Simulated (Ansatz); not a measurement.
**GePH (singlet): PBE, r2SCAN, PBE0, B3LYP, BHLYP, CAM-B3LYP, wB97M-V over vertical spin and charge gaps and displaced geometries, cc-pVDZ**

How well do these functionals follow the top wave-function level for GePH (singlet) over vertical spin and charge gaps and displaced geometries?

The runs use Ansatz 0.2.0, Gaussian basis; cc-pVDZ, all electrons in the functionals.

Plan: PBE, r2SCAN, PBE0, B3LYP, BHLYP, CAM-B3LYP, wB97M-V, at charge 0, singlet; charge 0, triplet; charge 1, doublet; displaced geometry v1; displaced geometry v2 (not every functional at every point).

15 further runs of the same task are left out: 9 that didn't finish, 6 set aside as unsound or not needed.

## 1. What is computed

The geometry is a PBE0/def2-TZVP stationary point (not a proven minimum). No spin-orbit coupling is included. The filled d shell of Ge may be among the frozen orbitals whatever the setting's name suggests; the logs give the count.

3 atoms, charge 0, spin multiplicity 1.

Atoms are counted from 1 here; the program's logs count them from 0.

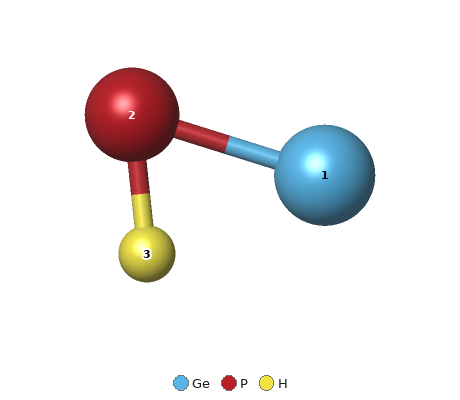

The geometry (germanium blue, phosphorus red, hydrogen yellow); atoms are numbered from 1 in the order of the file.

As a file:

```xyz
3
GeHP
Ge    0.0000    0.0032    0.6446
P     0.0000   -0.0503   -1.4815
H     0.0000    1.3136   -0.9270
```

No dispersion term is added; wB97M-V holds VV10 nonlocal correlation. B3LYP takes the VWN-RPA correlation.

The geometry shown and the zero of energy belong to the point charge 0, singlet. The yardstick, UCCSD(T), and other wave-function levels (R restricted, U unrestricted, valence and pair active spaces) come from earlier runs.

## 2. PBE, charge 0, singlet

The input, in.yaml:

```yaml
crystal:
  periodic: [false, false, false]
  atoms:
    - {symbol: Ge, position_ang: [0.000000, 0.003202, 0.644587]}
    - {symbol: P, position_ang: [0.000000, -0.050258, -1.481526]}
    - {symbol: H, position_ang: [0.000000, 1.313640, -0.927004]}
basis:
  gaussian: {orbitals: cc-pVDZ}
magnetization: {spin_polarized: true, initial_magnetization: 0}
hamiltonian: {xc: {name: PBE}}
output: {orbitals: {seedname: orbitals}}
```

Started as:

```console
$ ansatz run in.yaml --threads 1 --pin off --events-out ev --progress --plain --max-ram 2393MiB
```

The program printed, shortened:

```text
Functional definition: PBE
  name "PBE"
  cite "Perdew, Burke & Ernzerhof, Phys. Rev. Lett. 77, 3865 (1996) doi:10.1103/PhysRevLett.77.3865"
  parent pbe
[...]
565 factors; integrals over basis functions are off by at most 1.2e-3 eV
[...]
mean field -65808.75717835 eV, -2418.4272195268 hartree, gradient 3.2e-5 eV, S^2 0.000000; 0 other end points of the search recorded, 0 dependent functions left out
reference -65808.75720307 eV, -2418.4272204350 hartree; 24, 24 occupied and 26, 26 virtual orbitals, 565 factors
Total energy: -65808.75720307 eV, -2418.4272204350 hartree
```

Run time: 1.5 s. Hardware: 1 thread of Arm Neoverse V2, shared host.

From the report: ⟨S²⟩ of the determinant 0.000 (pure singlet: 0.00).

## 3. PBE, charge 0, triplet

Changes to in.yaml since step 2:

```diff
@@ -8,3 +8,3 @@
   gaussian: {orbitals: cc-pVDZ}
-magnetization: {spin_polarized: true, initial_magnetization: 0}
+magnetization: {spin_polarized: true, initial_magnetization: 2}
 hamiltonian: {xc: {name: PBE}}
```

The command is unchanged.

The program printed, shortened:

```text
Functional definition: PBE
  name "PBE"
  cite "Perdew, Burke & Ernzerhof, Phys. Rev. Lett. 77, 3865 (1996) doi:10.1103/PhysRevLett.77.3865"
  parent pbe
[...]
565 factors; integrals over basis functions are off by at most 1.2e-3 eV
[...]
mean field -65806.51560194 eV, -2418.3448431129 hartree, gradient 2.4e-6 eV, S^2 2.008096; 13 other end points of the search recorded, 0 dependent functions left out
reference -65806.51562754 eV, -2418.3448440536 hartree; 25, 23 occupied and 25, 27 virtual orbitals, 565 factors
Total energy: -65806.51562754 eV, -2418.3448440536 hartree
```

Wall time 6.5 s (1 thread of Arm Neoverse V2, shared host).

From the report: ⟨S²⟩ of the determinant 2.008 (pure triplet: 2.00).

From charge 0, singlet: +2.242 eV.

## 4. PBE, charge 1, doublet

Changes to in.yaml since step 3:

```diff
@@ -8,3 +8,4 @@
   gaussian: {orbitals: cc-pVDZ}
-magnetization: {spin_polarized: true, initial_magnetization: 2}
+total_charge: 1
+magnetization: {spin_polarized: true, initial_magnetization: 1}
 hamiltonian: {xc: {name: PBE}}
```

The command is unchanged.

The program printed, shortened:

```text
Functional definition: PBE
  name "PBE"
  cite "Perdew, Burke & Ernzerhof, Phys. Rev. Lett. 77, 3865 (1996) doi:10.1103/PhysRevLett.77.3865"
  parent pbe
[...]
565 factors; integrals over basis functions are off by at most 1.2e-3 eV
[...]
mean field -65799.79765249 eV, -2418.0979630244 hartree, gradient 4.4e-6 eV, S^2 0.754666; 7 other end points of the search recorded, 0 dependent functions left out
reference -65799.79767895 eV, -2418.0979639965 hartree; 24, 23 occupied and 26, 27 virtual orbitals, 565 factors
Total energy: -65799.79767895 eV, -2418.0979639965 hartree
```

Run time: 7.5 s. Hardware: 1 thread of Arm Neoverse V2, shared host.

From the report: ⟨S²⟩ of the determinant 0.755 (pure doublet: 0.75).

From charge 0, singlet: +8.960 eV.

## 5. PBE, displaced geometry v1

The input, in.yaml:

```yaml
crystal:
  periodic: [false, false, false]
  atoms:
    - {symbol: Ge, position_ang: [-0.000207, 0.007565, 0.648407]}
    - {symbol: P, position_ang: [-0.001041, -0.062037, -1.488859]}
    - {symbol: H, position_ang: [0.046923, 1.361171, -0.976950]}
basis:
  gaussian: {orbitals: cc-pVDZ}
magnetization: {spin_polarized: true, initial_magnetization: 0}
hamiltonian: {xc: {name: PBE}}
output: {orbitals: {seedname: orbitals}}
```

Launched as before.

The program printed, shortened:

```text
Functional definition: PBE
  name "PBE"
  cite "Perdew, Burke & Ernzerhof, Phys. Rev. Lett. 77, 3865 (1996) doi:10.1103/PhysRevLett.77.3865"
  parent pbe
[...]
565 factors; integrals over basis functions are off by at most 1.1e-3 eV
[...]
mean field -65808.76530029 eV, -2418.4275180023 hartree, gradient 5.8e-5 eV, S^2 0.000000; 0 other end points of the search recorded, 0 dependent functions left out
reference -65808.76532508 eV, -2418.4275189133 hartree; 24, 24 occupied and 26, 26 virtual orbitals, 565 factors
Total energy: -65808.76532508 eV, -2418.4275189133 hartree
```

Wall time 1.6 s (1 thread of Arm Neoverse V2, shared host).

From the report: ⟨S²⟩ of the determinant 0.000 (pure singlet: 0.00).

From charge 0, singlet: -0.008 eV.

## 6. PBE, displaced geometry v2

The input, in.yaml:

```yaml
crystal:
  periodic: [false, false, false]
  atoms:
    - {symbol: Ge, position_ang: [0.049662, 0.000955, 0.641122]}
    - {symbol: P, position_ang: [-0.115212, -0.044131, -1.473398]}
    - {symbol: H, position_ang: [-0.038592, 1.287343, -0.927056]}
basis:
  gaussian: {orbitals: cc-pVDZ}
magnetization: {spin_polarized: true, initial_magnetization: 0}
hamiltonian: {xc: {name: PBE}}
output: {orbitals: {seedname: orbitals}}
```

Launched as before.

The program printed, shortened:

```text
Functional definition: PBE
  name "PBE"
  cite "Perdew, Burke & Ernzerhof, Phys. Rev. Lett. 77, 3865 (1996) doi:10.1103/PhysRevLett.77.3865"
  parent pbe
[...]
566 factors; integrals over basis functions are off by at most 1.0e-3 eV
[...]
mean field -65808.73108215 eV, -2418.4262605088 hartree, gradient 2.2e-5 eV, S^2 0.000000; 0 other end points of the search recorded, 0 dependent functions left out
reference -65808.73110683 eV, -2418.4262614158 hartree; 24, 24 occupied and 26, 26 virtual orbitals, 566 factors
Total energy: -65808.73110683 eV, -2418.4262614158 hartree
```

Run time: 1.5 s. Hardware: 1 thread of Arm Neoverse V2, shared host.

From the report: ⟨S²⟩ of the determinant 0.000 (pure singlet: 0.00).

From charge 0, singlet: +0.026 eV.

## 7. r2SCAN, charge 0, singlet

The input, in.yaml:

```yaml
crystal:
  periodic: [false, false, false]
  atoms:
    - {symbol: Ge, position_ang: [0.000000, 0.003202, 0.644587]}
    - {symbol: P, position_ang: [0.000000, -0.050258, -1.481526]}
    - {symbol: H, position_ang: [0.000000, 1.313640, -0.927004]}
basis:
  gaussian: {orbitals: cc-pVDZ}
magnetization: {spin_polarized: true, initial_magnetization: 0}
hamiltonian: {xc: {name: r2SCAN}}
```

The command is unchanged.

The program printed, shortened:

```text
Functional definition: r2SCAN
  name "r2SCAN"
  cite "Furness, Kaplan, Ning, Perdew & Sun, J. Phys. Chem. Lett. 11, 8208 (2020) doi:10.1021/acs.jpclett.0c02405"
  cite "Furness, Kaplan, Ning, Perdew & Sun, J. Phys. Chem. Lett. 11, 9248 (2020) doi:10.1021/acs.jpclett.0c03077"
  parent r2scan
[...]
565 factors; integrals over basis functions are off by at most 1.2e-3 eV
[...]
mean field -65820.42187798 eV, -2418.8558893315 hartree, gradient 3.4e-5 eV, S^2 0.000000; 1 other end points of the search recorded, 0 dependent functions left out
reference -65820.42188606 eV, -2418.8558896284 hartree; 24, 24 occupied and 26, 26 virtual orbitals, 565 factors
Total energy: -65820.42188606 eV, -2418.8558896284 hartree
```

Wall time 4.1 s (1 thread of Arm Neoverse V2, shared host).

From the report: ⟨S²⟩ of the determinant 0.000 (pure singlet: 0.00).

## 8. r2SCAN, charge 0, triplet

Changes to in.yaml since step 7:

```diff
@@ -8,3 +8,3 @@
   gaussian: {orbitals: cc-pVDZ}
-magnetization: {spin_polarized: true, initial_magnetization: 0}
+magnetization: {spin_polarized: true, initial_magnetization: 2}
 hamiltonian: {xc: {name: r2SCAN}}
```

The command is unchanged.

The program printed, shortened:

```text
Functional definition: r2SCAN
  name "r2SCAN"
  cite "Furness, Kaplan, Ning, Perdew & Sun, J. Phys. Chem. Lett. 11, 8208 (2020) doi:10.1021/acs.jpclett.0c02405"
  cite "Furness, Kaplan, Ning, Perdew & Sun, J. Phys. Chem. Lett. 11, 9248 (2020) doi:10.1021/acs.jpclett.0c03077"
  parent r2scan
[...]
565 factors; integrals over basis functions are off by at most 1.2e-3 eV
[...]
mean field -65818.25512439 eV, -2418.7762626057 hartree, gradient 6.3e-6 eV, S^2 2.010024; 15 other end points of the search recorded, 0 dependent functions left out
reference -65818.25513292 eV, -2418.7762629191 hartree; 25, 23 occupied and 25, 27 virtual orbitals, 565 factors
Total energy: -65818.25513292 eV, -2418.7762629191 hartree
```

Run time: 29 s. Hardware: 1 thread of Arm Neoverse V2, shared host.

From the report: ⟨S²⟩ of the determinant 2.010 (pure triplet: 2.00).

From charge 0, singlet: +2.167 eV.

## 9. r2SCAN, charge 1, doublet

Changes to in.yaml since step 8:

```diff
@@ -8,3 +8,4 @@
   gaussian: {orbitals: cc-pVDZ}
-magnetization: {spin_polarized: true, initial_magnetization: 2}
+total_charge: 1
+magnetization: {spin_polarized: true, initial_magnetization: 1}
 hamiltonian: {xc: {name: r2SCAN}}
```

The command is unchanged.

The program printed, shortened:

```text
Functional definition: r2SCAN
  name "r2SCAN"
  cite "Furness, Kaplan, Ning, Perdew & Sun, J. Phys. Chem. Lett. 11, 8208 (2020) doi:10.1021/acs.jpclett.0c02405"
  cite "Furness, Kaplan, Ning, Perdew & Sun, J. Phys. Chem. Lett. 11, 9248 (2020) doi:10.1021/acs.jpclett.0c03077"
  parent r2scan
[...]
565 factors; integrals over basis functions are off by at most 1.2e-3 eV
[...]
mean field -65811.40687103 eV, -2418.5245939364 hartree, gradient 3.1e-6 eV, S^2 0.755501; 4 other end points of the search recorded, 0 dependent functions left out
reference -65811.40687990 eV, -2418.5245942625 hartree; 24, 23 occupied and 26, 27 virtual orbitals, 565 factors
Total energy: -65811.40687990 eV, -2418.5245942625 hartree
```

Run time: 21 s. Hardware: 1 thread of Arm Neoverse V2, shared host.

From the report: ⟨S²⟩ of the determinant 0.756 (pure doublet: 0.75).

From charge 0, singlet: +9.015 eV.

## 10. r2SCAN, displaced geometry v1

The input, in.yaml:

```yaml
crystal:
  periodic: [false, false, false]
  atoms:
    - {symbol: Ge, position_ang: [-0.000207, 0.007565, 0.648407]}
    - {symbol: P, position_ang: [-0.001041, -0.062037, -1.488859]}
    - {symbol: H, position_ang: [0.046923, 1.361171, -0.976950]}
basis:
  gaussian: {orbitals: cc-pVDZ}
magnetization: {spin_polarized: true, initial_magnetization: 0}
hamiltonian: {xc: {name: r2SCAN}}
output: {forces: true}
```

Launched as before.

The program printed, shortened:

```text
Functional definition: r2SCAN
  name "r2SCAN"
  cite "Furness, Kaplan, Ning, Perdew & Sun, J. Phys. Chem. Lett. 11, 8208 (2020) doi:10.1021/acs.jpclett.0c02405"
  cite "Furness, Kaplan, Ning, Perdew & Sun, J. Phys. Chem. Lett. 11, 9248 (2020) doi:10.1021/acs.jpclett.0c03077"
  parent r2scan
[...]
565 factors; integrals over basis functions are off by at most 1.1e-3 eV
[...]
reference -65820.41504132 eV, -2418.8556380889 hartree; 24, 24 occupied and 26, 26 virtual orbitals, 565 factors
Total energy: -65820.41504132 eV, -2418.8556380889 hartree
Atom 0 at    -0.000207     0.007565     0.648407 Å, force     0.002661     0.079530     0.056237 eV/Å
Atom 1 at    -0.001041    -0.062037    -1.488859 Å, force     0.014483     0.426670     0.009155 eV/Å
Atom 2 at     0.046923     1.361171    -0.976950 Å, force    -0.017143    -0.506201    -0.065392 eV/Å
Dipole moment:     0.000626     0.023928     0.261106 e Å
```

Wall time 5.5 s (1 thread of Arm Neoverse V2, shared host).

From the report: ⟨S²⟩ of the determinant 0.000 (pure singlet: 0.00).

From charge 0, singlet: +0.007 eV.

## 11. r2SCAN, displaced geometry v2

The input, in.yaml:

```yaml
crystal:
  periodic: [false, false, false]
  atoms:
    - {symbol: Ge, position_ang: [0.049662, 0.000955, 0.641122]}
    - {symbol: P, position_ang: [-0.115212, -0.044131, -1.473398]}
    - {symbol: H, position_ang: [-0.038592, 1.287343, -0.927056]}
basis:
  gaussian: {orbitals: cc-pVDZ}
magnetization: {spin_polarized: true, initial_magnetization: 0}
hamiltonian: {xc: {name: r2SCAN}}
```

The command is unchanged.

The program printed, shortened:

```text
Functional definition: r2SCAN
  name "r2SCAN"
  cite "Furness, Kaplan, Ning, Perdew & Sun, J. Phys. Chem. Lett. 11, 8208 (2020) doi:10.1021/acs.jpclett.0c02405"
  cite "Furness, Kaplan, Ning, Perdew & Sun, J. Phys. Chem. Lett. 11, 9248 (2020) doi:10.1021/acs.jpclett.0c03077"
  parent r2scan
[...]
566 factors; integrals over basis functions are off by at most 1.0e-3 eV
[...]
mean field -65820.40450736 eV, -2418.8552509730 hartree, gradient 3.5e-5 eV, S^2 0.000000; 2 other end points of the search recorded, 0 dependent functions left out
reference -65820.40451542 eV, -2418.8552512692 hartree; 24, 24 occupied and 26, 26 virtual orbitals, 566 factors
Total energy: -65820.40451542 eV, -2418.8552512692 hartree
```

It took 4.5 s on 1 thread of Arm Neoverse V2, shared host.

From the report: ⟨S²⟩ of the determinant 0.000 (pure singlet: 0.00).

From charge 0, singlet: +0.017 eV.

## 12. PBE0, charge 0, singlet

The input, in.yaml:

```yaml
crystal:
  periodic: [false, false, false]
  atoms:
    - {symbol: Ge, position_ang: [0.000000, 0.003202, 0.644587]}
    - {symbol: P, position_ang: [0.000000, -0.050258, -1.481526]}
    - {symbol: H, position_ang: [0.000000, 1.313640, -0.927004]}
basis:
  gaussian: {orbitals: cc-pVDZ}
magnetization: {spin_polarized: true, initial_magnetization: 0}
hamiltonian: {xc: {name: PBE0}}
output: {orbitals: {seedname: orbitals}}
```

The command is unchanged.

The program printed, shortened:

```text
Functional definition: PBE0
  name "PBE0"
  cite "Adamo & Barone, J. Chem. Phys. 110, 6158 (1999) doi:10.1063/1.478522"
  cite "Perdew, Burke & Ernzerhof, Phys. Rev. Lett. 77, 3865 (1996) doi:10.1103/PhysRevLett.77.3865"
  parent pbe
[...]
565 factors; integrals over basis functions are off by at most 1.2e-3 eV
[...]
mean field -65810.85833842 eV, -2418.5044357352 hartree, gradient 4.5e-5 eV, S^2 0.000000; 1 other end points of the search recorded, 0 dependent functions left out
reference -65810.85835701 eV, -2418.5044364180 hartree; 24, 24 occupied and 26, 26 virtual orbitals, 565 factors
Total energy: -65810.85835701 eV, -2418.5044364180 hartree
```

It took 2.2 s on 1 thread of Arm Neoverse V2, shared host.

From the report: ⟨S²⟩ of the determinant 0.000 (pure singlet: 0.00).

## 13. PBE0, charge 0, triplet

Changes to in.yaml since step 12:

```diff
@@ -8,3 +8,3 @@
   gaussian: {orbitals: cc-pVDZ}
-magnetization: {spin_polarized: true, initial_magnetization: 0}
+magnetization: {spin_polarized: true, initial_magnetization: 2}
 hamiltonian: {xc: {name: PBE0}}
```

Same command.

The program printed, shortened:

```text
Functional definition: PBE0
  name "PBE0"
  cite "Adamo & Barone, J. Chem. Phys. 110, 6158 (1999) doi:10.1063/1.478522"
  cite "Perdew, Burke & Ernzerhof, Phys. Rev. Lett. 77, 3865 (1996) doi:10.1103/PhysRevLett.77.3865"
  parent pbe
[...]
565 factors; integrals over basis functions are off by at most 1.2e-3 eV
[...]
mean field -65808.64056760 eV, -2418.4229341608 hartree, gradient 9.7e-6 eV, S^2 2.013724; 4 other end points of the search recorded, 0 dependent functions left out
reference -65808.64058687 eV, -2418.4229348688 hartree; 25, 23 occupied and 25, 27 virtual orbitals, 565 factors
Total energy: -65808.64058687 eV, -2418.4229348688 hartree
```

Wall time 4.2 s (1 thread of Arm Neoverse V2, shared host).

From the report: ⟨S²⟩ of the determinant 2.014 (pure triplet: 2.00).

From charge 0, singlet: +2.218 eV.

## 14. PBE0, charge 1, doublet

Changes to in.yaml since step 13:

```diff
@@ -8,3 +8,4 @@
   gaussian: {orbitals: cc-pVDZ}
-magnetization: {spin_polarized: true, initial_magnetization: 2}
+total_charge: 1
+magnetization: {spin_polarized: true, initial_magnetization: 1}
 hamiltonian: {xc: {name: PBE0}}
```

Same command.

The program printed, shortened:

```text
Functional definition: PBE0
  name "PBE0"
  cite "Adamo & Barone, J. Chem. Phys. 110, 6158 (1999) doi:10.1063/1.478522"
  cite "Perdew, Burke & Ernzerhof, Phys. Rev. Lett. 77, 3865 (1996) doi:10.1103/PhysRevLett.77.3865"
  parent pbe
[...]
565 factors; integrals over basis functions are off by at most 1.2e-3 eV
[...]
mean field -65801.94641558 eV, -2418.1769286113 hartree, gradient 4.0e-6 eV, S^2 0.753744; 2 other end points of the search recorded, 0 dependent functions left out
reference -65801.94643543 eV, -2418.1769293409 hartree; 24, 23 occupied and 26, 27 virtual orbitals, 565 factors
Total energy: -65801.94643543 eV, -2418.1769293409 hartree
```

Wall time 6 s (1 thread of Arm Neoverse V2, shared host).

From the report: ⟨S²⟩ of the determinant 0.754 (pure doublet: 0.75).

From charge 0, singlet: +8.912 eV.

## 15. PBE0, displaced geometry v1

The input, in.yaml:

```yaml
crystal:
  periodic: [false, false, false]
  atoms:
    - {symbol: Ge, position_ang: [-0.000207, 0.007565, 0.648407]}
    - {symbol: P, position_ang: [-0.001041, -0.062037, -1.488859]}
    - {symbol: H, position_ang: [0.046923, 1.361171, -0.976950]}
basis:
  gaussian: {orbitals: cc-pVDZ}
magnetization: {spin_polarized: true, initial_magnetization: 0}
hamiltonian: {xc: {name: PBE0}}
output: {forces: true, orbitals: {seedname: orbitals}}
```

Same command.

The program printed, shortened:

```text
Functional definition: PBE0
  name "PBE0"
  cite "Adamo & Barone, J. Chem. Phys. 110, 6158 (1999) doi:10.1063/1.478522"
  cite "Perdew, Burke & Ernzerhof, Phys. Rev. Lett. 77, 3865 (1996) doi:10.1103/PhysRevLett.77.3865"
  parent pbe
[...]
565 factors; integrals over basis functions are off by at most 1.1e-3 eV
[...]
reference -65810.85231844 eV, -2418.5042145049 hartree; 24, 24 occupied and 26, 26 virtual orbitals, 565 factors
Total energy: -65810.85231844 eV, -2418.5042145049 hartree
Atom 0 at    -0.000207     0.007565     0.648407 Å, force     0.002202     0.064011    -0.039028 eV/Å
Atom 1 at    -0.001041    -0.062037    -1.488859 Å, force     0.014243     0.421863     0.115746 eV/Å
Atom 2 at     0.046923     1.361171    -0.976950 Å, force    -0.016445    -0.485874    -0.076718 eV/Å
Dipole moment:     0.000295     0.014698     0.285662 e Å
```

Wall time 2.6 s (1 thread of Arm Neoverse V2, shared host).

From the report: ⟨S²⟩ of the determinant 0.000 (pure singlet: 0.00).

From charge 0, singlet: +0.006 eV.

## 16. PBE0, displaced geometry v2

The input, in.yaml:

```yaml
crystal:
  periodic: [false, false, false]
  atoms:
    - {symbol: Ge, position_ang: [0.049662, 0.000955, 0.641122]}
    - {symbol: P, position_ang: [-0.115212, -0.044131, -1.473398]}
    - {symbol: H, position_ang: [-0.038592, 1.287343, -0.927056]}
basis:
  gaussian: {orbitals: cc-pVDZ}
magnetization: {spin_polarized: true, initial_magnetization: 0}
hamiltonian: {xc: {name: PBE0}}
output: {orbitals: {seedname: orbitals}}
```

The command is unchanged.

The program printed, shortened:

```text
Functional definition: PBE0
  name "PBE0"
  cite "Adamo & Barone, J. Chem. Phys. 110, 6158 (1999) doi:10.1063/1.478522"
  cite "Perdew, Burke & Ernzerhof, Phys. Rev. Lett. 77, 3865 (1996) doi:10.1103/PhysRevLett.77.3865"
  parent pbe
[...]
566 factors; integrals over basis functions are off by at most 1.0e-3 eV
[...]
mean field -65810.84052706 eV, -2418.5037811795 hartree, gradient 3.8e-5 eV, S^2 0.000000; 1 other end points of the search recorded, 0 dependent functions left out
reference -65810.84054562 eV, -2418.5037818615 hartree; 24, 24 occupied and 26, 26 virtual orbitals, 566 factors
Total energy: -65810.84054562 eV, -2418.5037818615 hartree
```

It took 2.2 s on 1 thread of Arm Neoverse V2, shared host.

From the report: ⟨S²⟩ of the determinant 0.000 (pure singlet: 0.00).

From charge 0, singlet: +0.018 eV.

## 17. B3LYP, charge 0, singlet

The input, in.yaml:

```yaml
crystal:
  periodic: [false, false, false]
  atoms:
    - {symbol: Ge, position_ang: [0.000000, 0.003202, 0.644587]}
    - {symbol: P, position_ang: [0.000000, -0.050258, -1.481526]}
    - {symbol: H, position_ang: [0.000000, 1.313640, -0.927004]}
basis:
  gaussian: {orbitals: cc-pVDZ}
magnetization: {spin_polarized: true, initial_magnetization: 0}
hamiltonian: {xc: {name: B3LYP}}
```

Launched as before.

The program printed, shortened:

```text
Functional definition: B3LYP
  name "B3LYP"
  cite "Stephens, Devlin, Chabalowski & Frisch, J. Phys. Chem. 98, 11623 (1994) doi:10.1021/j100096a001"
  cite "Becke, Phys. Rev. A 38, 3098 (1988) doi:10.1103/PhysRevA.38.3098"
  cite "Lee, Yang & Parr, Phys. Rev. B 37, 785 (1988) doi:10.1103/PhysRevB.37.785"
  cite "Vosko, Wilk & Nusair, Can. J. Phys. 58, 1200 (1980) doi:10.1139/p80-159"
[...]
565 factors; integrals over basis functions are off by at most 1.2e-3 eV
[...]
mean field -65823.30504679 eV, -2418.9618438310 hartree, gradient 1.9e-5 eV, S^2 0.000000; 1 other end points of the search recorded, 0 dependent functions left out
reference -65823.30523079 eV, -2418.9618505927 hartree; 24, 24 occupied and 26, 26 virtual orbitals, 565 factors
Total energy: -65823.30523079 eV, -2418.9618505927 hartree
```

Run time: 2 s. Hardware: 1 thread of Arm Neoverse V2, shared host.

From the report: ⟨S²⟩ of the determinant 0.000 (pure singlet: 0.00).

[end of part 1 of 2]
